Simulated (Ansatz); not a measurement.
```xyz
6

B     1.7893    1.8187    0.9001
F    -0.8757    3.0393    0.8287
F    -0.4984    0.9240   -0.7008
O     2.7869    1.5385    1.5337
Si    0.1739    2.3051   -0.1710
H     0.4566    3.1950   -1.3320
```

Geometry: PBE-D3(BJ)/def2-SVP.

Level of theory: Ansatz, isolated molecule in a Gaussian basis; Kohn-Sham density functional theory, functional PBE0.

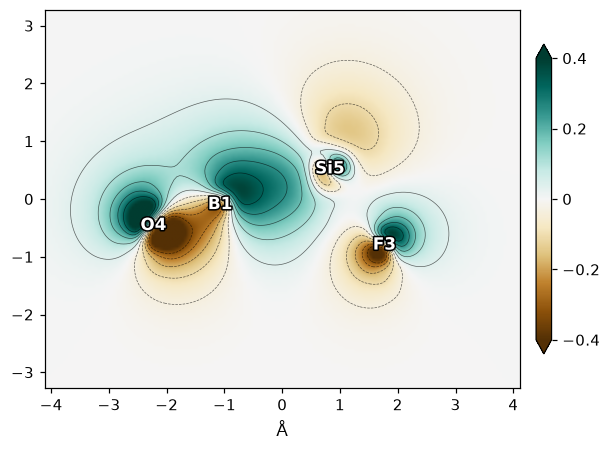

BF$_{2}$HOSi (SMILES O=B[SiH](F)F). The HOMO on the plane of atoms B1, Si5 and F3 (values in Å⁻³ᐟ²; the overall sign is arbitrary).

**Where does this orbital lie, and at what energy?**

Its weight (Hirshfeld) is mainly on O4 (about 35 %), B1 (about 20 %), Si5 (about 15 %) and H6 (about 15 %). Its energy is −10.61 eV.
